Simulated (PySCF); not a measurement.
Molecule: SMILES C(=O)([CH]CCCC)C, doublet. Atoms near the plane z = 1.0 Å, at the GFN2-xTB optimised geometry (x, y, z in Å): C1 (0.3, 0.4, 0.0), C2 (-0.3, -0.4, 1.2), H10 (1.4, 0.4, 0.0), H11 (-0.1, 1.4, 0.0), H12 (-1.4, -0.4, 1.2), H13 (0.1, -1.4, 1.2).

Computed with unrestricted B3LYP/def2-SVP (PySCF 2.14.0). Cells within 0.4 Å of a nucleus heavier than hydrogen are left out (blank, or x). The values are rescaled to run from 0 to 1.

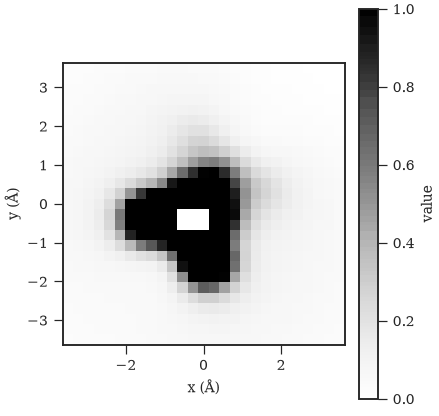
Figure. a field on the plane z = 1.0 Å.

### Question
Which quantity is mapped?
A. Laplacian of the electron density
B. log10 of the electron density
C. electrostatic potential
D. deformation density (molecule minus spherical neutral atoms)

### Answer
C, electrostatic potential. In full: electrostatic potential (hartree/e), clipped to [-0.08, 0.12].
